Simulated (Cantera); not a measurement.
Input: 1 mol CCl4, 0.64 mol H2, 0.12 mol F2, equilibrated at 1.00 bar.

Method: chemical equilibrium by Gibbs-energy minimisation in Cantera with the NASA 1993 tables (ideal gas, pure condensed phases). Candidate condensed phases: C, C6H6, C7H8, C8H18; 135 gas species. Ions and electrons are included (thermal ionisation). The tables' values for CCl are old estimates; treat these amounts as uncertain. Kinetics and transport are ignored.

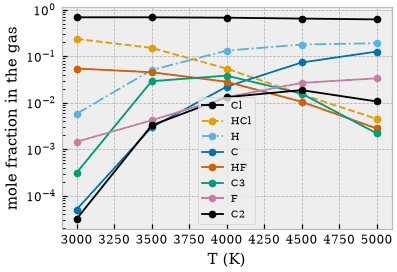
Equilibrium gas composition (values under 1e-9 drawn at 1e-9)

From 3000 K to 3500 K the condensed part is C(graphite). From 4000 K to 5000 K nothing is condensed. The main C-bearing gas is C3 at 3000 K and C at 5000 K.
